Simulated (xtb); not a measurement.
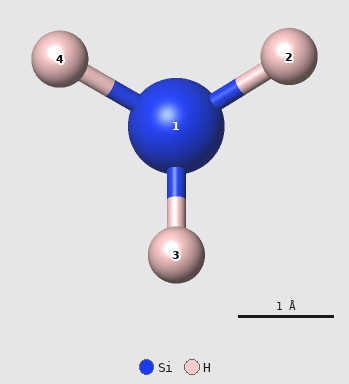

*The input geometry (ball-and-stick view, seen on its broad side; atoms are numbered from 1 in the order of the input).*

Bond lengths as drawn: H–Si 1.46 Å.

SiH$_{3}$: geometry relaxation (part 1 of 2)

The run: geometry relaxation of SiH$_{3}$, multiplicity 2. Method and program: GFN2-xTB, ALPB solvent cs2 (xtb 6.7.1).

Input file (struc.xyz)
```
4
H3Si
Si    -1.112760     1.049040    -0.964470
H     -2.392030     0.364580    -0.830190
H     -0.758760     1.241720    -2.363660
H     -1.088270     2.307490    -0.231760
```

Run as:
```bash
xtb struc.xyz -c 0 -u 1 --alpb cs2 --gfn 2 --opt | tee run.log
```

Log
```
* xtb version 6.7.1
   ID    Z sym.   atoms
    1   14 Si     1
    2    1 H      2-4

           -------------------------------------------------
          |                Calculation Setup                |
           -------------------------------------------------

          program call               : xtb struc.xyz -c 0 -u 1 --alpb cs2 --gfn 2 --opt
          coordinate file            : struc.xyz
          omp threads                :                     1

           -------------------------------------------------
          |                 G F N 2 - x T B                 |
           -------------------------------------------------

      * Hamiltonian:
        H0-scaling (s, p, d)           1.850000    2.230000    2.230000
        zeta-weighting                 0.500000
      * Dispersion:
        s8                             2.700000
        a1                             0.520000
        a2                             5.000000
        s9                             5.000000
      * Repulsion:
        kExp                           1.500000    1.000000
        rExp                           1.000000
      * Coulomb:
        alpha                          2.000000
        third order                    shell-resolved
        anisotropic                    true
        a3                             3.000000
        a5                             4.000000
        cn-shift                       1.200000
        cn-exp                         4.000000
        max-rad                        5.000000

      * Solvation model:               ALPB
        Solvent                        cs2
        Parameter file                 internal GFN2-xTB/ALPB
        Dielectric constant                2.6400E+00
        Reference state                gsolv [1 M gas/solution]
        Free energy shift                  4.9805E-03 Eh       3.1253E+00 kcal/mol
        Temperature                        2.9815E+02 K
        Density                            1.2600E+00 kg/L
        Solvent mass                       7.6140E+01 g/mol
        Interaction kernel             P16
        Born radius scaling (c1)           1.3548E+00
        Born radii integrator          GBOBC
        Born offset                        0.0000E+00 a0       0.0000E+00 AA
        H-bond correction              false
        Ion screening                  false
        Surface tension                    1.0000E-05 Eh       1.5569E+01 dyn/cm
        Grid points                               230 per atom

          ...................................................
          :                      SETUP                      :
          :.................................................:
          :  # basis functions                  13          :
          :  # atomic orbitals                  12          :
          :  # shells                            6          :
          :  # electrons                         7          :
          :  max. iterations                   250          :
          :  Hamiltonian                  GFN2-xTB          :
          :  restarted?                      false          :
          :  GBSA solvation                   true          :
          :  PC potential                    false          :
          :  electronic temp.          300.0000000     K    :
          :  accuracy                    1.0000000          :
          :  -> integral cutoff          0.2500000E+02      :
          :  -> integral neglect         0.1000000E-07      :
          :  -> SCF convergence          0.1000000E-05 Eh   :
          :  -> wf. convergence          0.1000000E-03 e    :
          :  Broyden damping             0.4000000          :
          :  net charge                          0          :
          :  unpaired electrons                  1          :
          ...................................................

 iter      E             dE          RMSdq      gap      omega  full diag
   1     -3.1932356 -0.319324E+01  0.406E+00    3.29       0.0  T
   2     -3.2149142 -0.216787E-01  0.207E+00    3.09       1.0  T
   3     -3.2153879 -0.473677E-03  0.102E+00    3.05       1.0  T
   4     -3.2154098 -0.218760E-04  0.900E-02    3.05       1.0  T
   5     -3.2154099 -0.109456E-06  0.178E-02    3.05       2.8  T
   6     -3.2154099 -0.134290E-07  0.295E-03    3.05      16.9  T
   7     -3.2154099 -0.160296E-08  0.138E-03    3.05      36.2  T
   8     -3.2154099 -0.594072E-09  0.846E-05    3.05     590.9  T
   9     -3.2154099 -0.171818E-11  0.264E-05    3.05    1891.7  T

   *** convergence criteria satisfied after 9 iterations ***

         #    Occupation            Energy/Eh            Energy/eV
      -------------------------------------------------------------
         1        2.0000           -0.6750340             -18.3686
         2        2.0000           -0.4229218             -11.5083
         3        2.0000           -0.4224901             -11.4965
         4        1.0000           -0.2795465              -7.6068 (HOMO)
         5                         -0.1676239              -4.5613 (LUMO)
         6                         -0.1668481              -4.5402
         7                         -0.1177218              -3.2034
         8                         -0.0838768              -2.2824
         9                         -0.0837375              -2.2786
       ...                                ...                  ...
        12                          0.6982202              18.9995
      -------------------------------------------------------------
                  HL-Gap            0.1119225 Eh            3.0456 eV
             Fermi-level           -0.2873018 Eh           -7.8179 eV

 SCC (total)                   0 d,  0 h,  0 min,  0.001 sec
 SCC setup                      ...        0 min,  0.000 sec ( 10.432%)
 Dispersion                     ...        0 min,  0.000 sec (  1.752%)
 classical contributions        ...        0 min,  0.000 sec (  0.465%)
 integral evaluation            ...        0 min,  0.000 sec ( 14.989%)
 iterations                     ...        0 min,  0.001 sec ( 55.200%)
 molecular gradient             ...        0 min,  0.000 sec ( 13.948%)
 printout                       ...        0 min,  0.000 sec (  2.724%)

         :::::::::::::::::::::::::::::::::::::::::::::::::::::
         ::                     SUMMARY                     ::
         :::::::::::::::::::::::::::::::::::::::::::::::::::::
         :: total energy              -3.186011686543 Eh    ::
         :: total w/o Gsasa/hb        -3.189769862615 Eh    ::
         :: gradient norm              0.007749103171 Eh/a0 ::
         :: HOMO-LUMO gap              3.045567453709 eV    ::
         ::.................................................::
         :: SCC energy                -3.215409908718 Eh    ::
         :: -> isotropic ES            0.004900008704 Eh    ::
         :: -> anisotropic ES          0.001562573493 Eh    ::
         :: -> anisotropic XC          0.003941885040 Eh    ::
         :: -> dispersion             -0.001195721760 Eh    ::
         :: -> Gsolv                   0.003521867079 Eh    ::
         ::    -> Gelec               -0.000236308993 Eh    ::
         ::    -> Gsasa               -0.001222291950 Eh    ::
         ::    -> Ghb                  0.000000000000 Eh    ::
         ::    -> Gshift               0.004980468022 Eh    ::
         :: repulsion energy           0.029398222175 Eh    ::
         :: add. restraining           0.000000000000 Eh    ::
         :: total charge              -0.000000000000 e     ::
         :::::::::::::::::::::::::::::::::::::::::::::::::::::

      -----------------------------------------------------------
     |                   =====================                   |
     |                        A N C O P T                        |
     |                   =====================                   |
     |               Approximate Normal Coordinate               |
     |                Rational Function Optimizer                |
      -----------------------------------------------------------
      -----------------------------------------------------------
     |                   =====================                   |
     |                        A N C O P T                        |
     |                   =====================                   |
     |               Approximate Normal Coordinate               |
     |                Rational Function Optimizer                |
      -----------------------------------------------------------

          ...................................................
          :                      SETUP                      :
          :.................................................:
          :   optimization level            normal          :
          :   max. optcycles                   200          :
          :   ANC micro-cycles                  20          :
          :   degrees of freedom                 6          :
          :.................................................:
          :   RF solver                   davidson          :
          :   write xtbopt.log                true          :
          :   linear?                        false          :
          :   energy convergence         0.5000000E-05 Eh   :
          :   grad. convergence          0.1000000E-02 Eh/α :
          :   maxmium RF displ.          1.0000000          :
          :   Hlow (freq-cutoff)         0.1000000E-01      :
          :   Hmax (freq-cutoff)         5.0000000          :
          :   S6 in model hess.         20.0000000          :
          ...................................................

generating ANC from exact Hessian ...
Using Lindh-Hessian (1995)
 Shifting diagonal of input Hessian by    0.0000000000000000
 Lowest  eigenvalues of input Hessian
    0.000000    0.000000    0.000000    0.000000    0.000000    0.000000
    0.018343    0.026110    0.026173    0.322807    0.606729    0.609179
 Highest eigenvalues
    0.018343    0.026110    0.026173    0.322807    0.606729    0.609179

........................................................................
.............................. CYCLE    1 ..............................
........................................................................

 iter      E             dE          RMSdq      gap      omega  full diag
   1     -3.2154099 -0.321541E+01  0.734E-06    3.05       0.0  T
   2     -3.2154099 -0.182077E-13  0.328E-06    3.05   15261.8  T
   3     -3.2154099  0.000000E+00  0.107E-06    3.05   46844.2  T
     SCC iter.                  ...        0 min,  0.000 sec
     gradient                   ...        0 min,  0.000 sec
 * total energy  :    -3.1860117 Eh     change       -0.2322587E-12 Eh
   gradient norm :     0.0077491 Eh/α   predicted     0.0000000E+00 (-100.00%)
   displ. norm   :     0.3390827 α      lambda       -0.2418477E-02
   maximum displ.:     0.3386805 α      in ANC's #1, #2, #4, ...

........................................................................
.............................. CYCLE    2 ..............................
........................................................................

 iter      E             dE          RMSdq      gap      omega  full diag
   1     -3.2128573 -0.321286E+01  0.110E+00    2.94       0.0  T
   2     -3.2128929 -0.355499E-04  0.709E-01    2.91       1.0  T
   3     -3.2129085 -0.155721E-04  0.135E-01    2.87       1.0  T
   4     -3.2129086 -0.161299E-06  0.259E-02    2.87       1.9  T
   5     -3.2129087 -0.665181E-07  0.363E-03    2.87      13.8  T
   6     -3.2129087 -0.264620E-09  0.239E-04    2.87     209.2  T
   7     -3.2129087 -0.267790E-10  0.538E-05    2.87     929.6  T
     SCC iter.                  ...        0 min,  0.000 sec
     gradient                   ...        0 min,  0.000 sec
 * total energy  :    -3.1860631 Eh     change       -0.5141136E-04 Eh
   gradient norm :     0.0128113 Eh/α   predicted    -0.1348277E-02 (2522.53%)
   displ. norm   :     0.1458501 α      lambda       -0.1189433E-02
   maximum displ.:     0.1446490 α      in ANC's #1, #4, #2, ...

........................................................................
.............................. CYCLE    3 ..............................
........................................................................

 iter      E             dE          RMSdq      gap      omega  full diag
   1     -3.2170670 -0.321707E+01  0.406E-01    2.94       0.0  T
   2     -3.2170726 -0.562530E-05  0.260E-01    2.95       1.0  T
   3     -3.2170751 -0.245780E-05  0.547E-02    2.96       1.0  T
   4     -3.2170751 -0.252713E-07  0.740E-03    2.96       6.8  T
   5     -3.2170751 -0.145165E-07  0.109E-03    2.96      46.0  T
   6     -3.2170751 -0.521445E-10  0.384E-04    2.96     130.2  T
   7     -3.2170751 -0.435474E-11  0.195E-05    2.96    2565.2  T
     SCC iter.                  ...        0 min,  0.000 sec
     gradient                   ...        0 min,  0.000 sec
 * total energy  :    -3.1866806 Eh     change       -0.6175306E-03 Eh
   gradient norm :     0.0009933 Eh/α   predicted    -0.6073669E-03 (  -1.65%)
   displ. norm   :     0.0091655 α      lambda       -0.4006789E-05
   maximum displ.:     0.0078701 α      in ANC's #1, #4, #2, ...
```
